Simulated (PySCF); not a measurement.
C5H12F2Si2, SMILES C[Si](C)(C)/C=C/[SiH](F)F at its GFN2-xTB optimised geometry (Å):

```
21

Si    -2.2579    -2.6974    -3.2564
F     -2.0020    -1.7051    -4.4873
F     -3.8564    -2.8247    -3.2557
C     -1.6741    -1.9038    -1.6682
C     -0.8655    -0.8450    -1.5962
Si    -0.2836     0.0001     0.0000
C     -0.9376    -0.9392     1.5245
C     -0.9377     1.7927     0.0000
C      1.6254     0.0001     0.0000
H     -1.7366    -3.9905    -3.6365
H     -2.0246    -2.3418    -0.7412
H     -0.5161    -0.4147    -2.5282
H     -2.0232    -0.9539     1.5452
H     -0.5918    -1.9686     1.5359
H     -0.6015    -0.4730     2.4458
H     -2.0231     1.8186    -0.0219
H     -0.6135     2.3308     0.8859
H     -0.5799     2.3418    -0.8657
H      2.0175     0.4999     0.8806
H      2.0188     0.5159    -0.8706
H      2.0246    -1.0098    -0.0093
```

Method: PBE0/def2-SVP run with PySCF.

Map of the electron localisation function on the plane z = 0.6 Å:

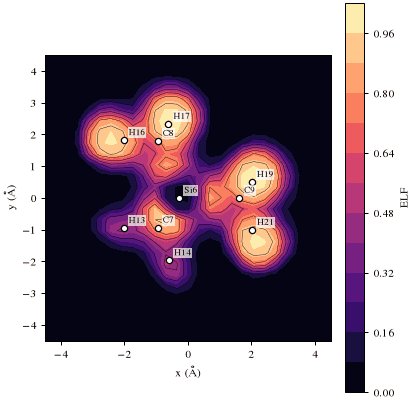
Figure: Electron localisation function on the plane z = 0.6 Å.
